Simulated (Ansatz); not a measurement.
AlBClH$_{4}$ (charge −1)

```yaml
atoms:
  - { symbol: Al, position_ang: [1.7235, 0.3087, -1.4965] }
  - { symbol: B, position_ang: [1.7376, 0.7166, 0.5588] }
  - { symbol: Cl, position_ang: [3.3726, -0.6414, 0.0785] }
  - { symbol: H, position_ang: [2.5455, 1.1592, -2.6294] }
  - { symbol: H, position_ang: [0.9295, -0.9378, -2.2025] }
  - { symbol: H, position_ang: [1.0564, 0.0777, 1.3536] }
  - { symbol: H, position_ang: [2.3062, 1.6992, 1.0227] }
```

Geometry: PBE-D3(BJ)/def2-SVPD.

Computed with isolated molecule in a Gaussian basis; Kohn-Sham density functional theory, functional PBE0 (Ansatz).

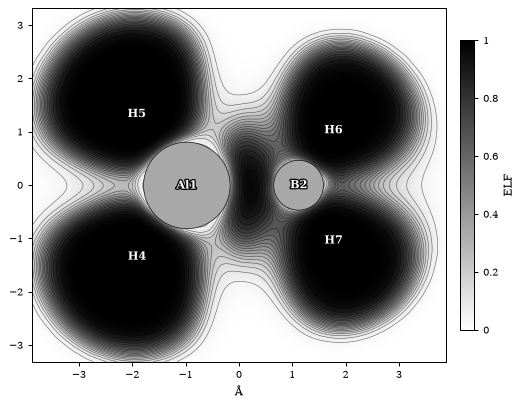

Figure 1. Electron localisation function on the plane of atoms Al1, B2 and H7. Grey discs cover the atomic cores.

**Interpret the plot.**

The section cuts through Al, B and H sites. Al–B (2.10 Å): the ELF peaks at about 0.95 between the atoms; localised, covalent bonding. B–H (1.23 Å): the ELF climbs to about 1 towards the hydrogen, as it does in any bond to H: an ordinary covalent bond to hydrogen. Al–H (1.64 Å): the ELF climbs to about 1 towards the hydrogen.

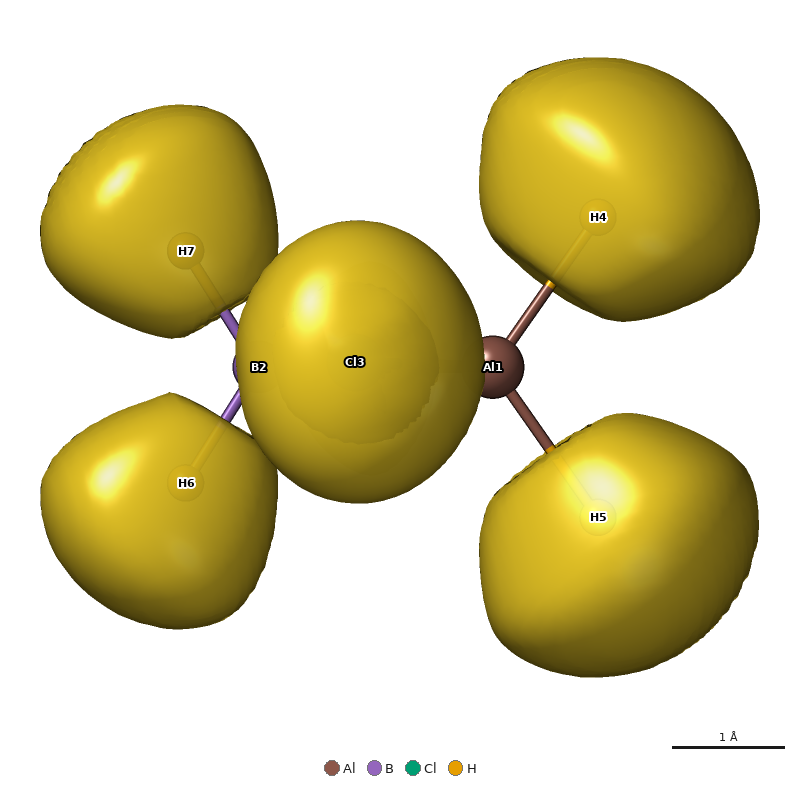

Figure 2. Isosurface of the ELF at 0.8 (yellow), seen across its widest extent. Core shells and regions of very low density are left out.

**Where are the electrons localised?**

At this value the surface marks out four regions around hydrogen nuclei, one region wrapped around Al (its valence shell) and one region wrapped around Cl (its valence shell).


 Al–Cl (2.47 Å): the ELF peaks at about 0.80 in the valence shell of Cl, 0.8 Å from its nucleus, and is about 0.55 at the midpoint.

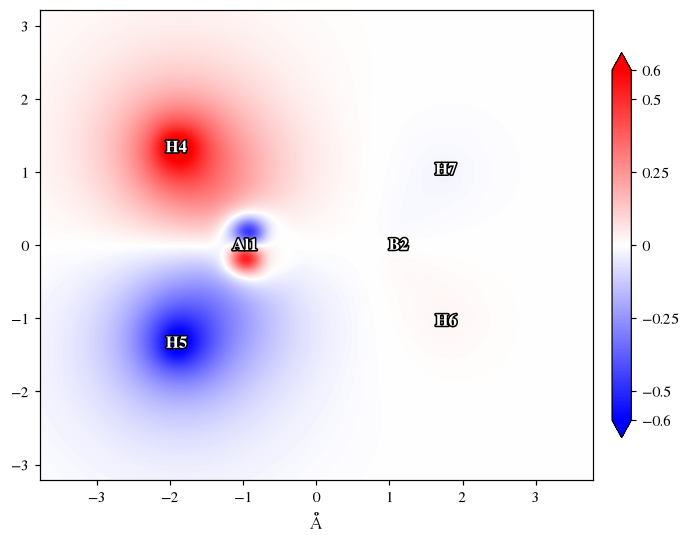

Figure 3. The HOMO−1 on the plane of atoms Al1, B2 and H6 (values in Å⁻³ᐟ²; the overall sign is arbitrary).

**Describe this orbital and give its energy.**

It lies mainly on Al1 (about 30 %), H4 (about 30 %), H5 (about 30 %) and Cl3 (about 10 %). Its energy is −3.18 eV.
